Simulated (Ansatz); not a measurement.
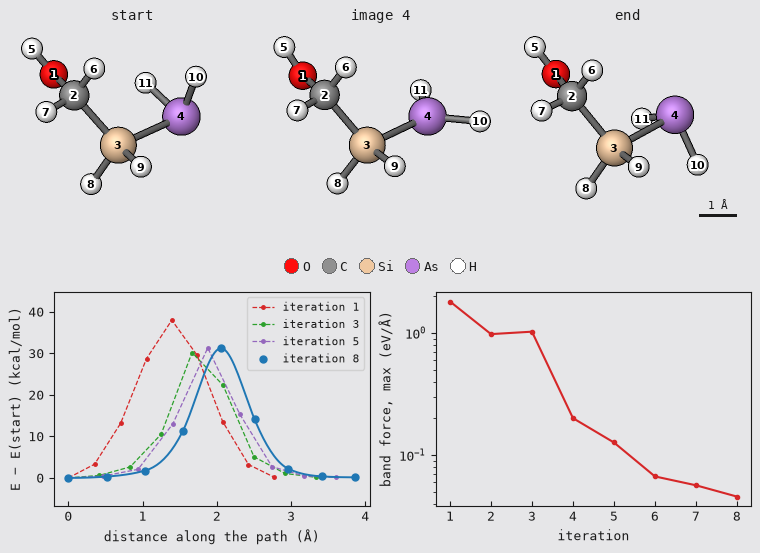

A nudged-elastic-band calculation for CH₇AsOSi. Images are numbered from 0 (start) to 8 (end). The plot follows the band through its iterations. A ball-and-stick model, seen at a tilt.

The calculation used RKS B3LYP/def2-SVP (Ansatz).

The input:
```yaml
crystal:
  periodic: [false, false, false]
  atoms:
    - { symbol: O, position_ang: [-1.079404, 0.985049, -0.979564] }
    - { symbol: C, position_ang: [-0.274256, 1.115748, 0.179262] }
    - { symbol: Si, position_ang: [-0.044721, -0.61876, 0.940665] }
    - { symbol: As, position_ang: [0.939447, -2.189948, -0.568284] }
    - { symbol: H, position_ang: [-1.185244, 1.854844, -1.385576] }
    - { symbol: H, position_ang: [0.726219, 1.542349, -0.042054] }
    - { symbol: H, position_ang: [-0.737078, 1.774166, 0.945175] }
    - { symbol: H, position_ang: [-1.370173, -1.155009, 1.367485] }
    - { symbol: H, position_ang: [0.831734, -0.493723, 2.145459] }
    - { symbol: H, position_ang: [2.124805, -1.260129, -0.848815] }
    - { symbol: H, position_ang: [0.134073, -1.611686, -1.733154] }
basis:
  gaussian: { orbitals: def2-SVP }
hamiltonian:
  xc: b3lyp
neb:
  order_check: false
  images: 7
  f_tol: 0.05
  max_iterations: 60
  initial_path: idpp
  final_atoms:
    - { symbol: O, position_ang: [-1.03348792, 1.12986956, -1.01856238] }
    - { symbol: C, position_ang: [-0.38806, 1.27461082, 0.2380195] }
    - { symbol: Si, position_ang: [0.1583408, -0.46415104, 0.79592705] }
    - { symbol: As, position_ang: [1.42737965, -1.41203288, -0.99472302] }
    - { symbol: H, position_ang: [-1.30154252, 2.00261107, -1.33455179] }
    - { symbol: H, position_ang: [0.50915495, 1.92562955, 0.1802878] }
    - { symbol: H, position_ang: [-1.05215459, 1.71765288, 1.0096425] }
    - { symbol: H, position_ang: [-1.03097172, -1.28404702, 1.16979203] }
    - { symbol: H, position_ang: [1.04011405, -0.32702888, 1.99572812] }
    - { symbol: H, position_ang: [1.56450091, -2.75972158, -0.27891709] }
    - { symbol: H, position_ang: [0.17212839, -1.86049148, -1.74204373] }
```

Run as
```bash
ansatz run input.yaml --threads 2 --pin off --max-ram 3072MiB --backend cpu --events-out ev --progress --plain --runs-dir out
```

How did the profile develop, and is the result final?

The result is final at these settings. The band converged in 8 iterations. The largest component of the band force went from 1.8 to 0.046 eV/Å. The climbing image converged on the top of the path. Its vibrational analysis gives one imaginary mode (746i cm⁻¹), as a transition state must have. The first iteration put the highest image at 38.0 kcal/mol. The two ends have nearly the same energy, and the highest point, image 4, lies 31.2 kcal/mol above the start.
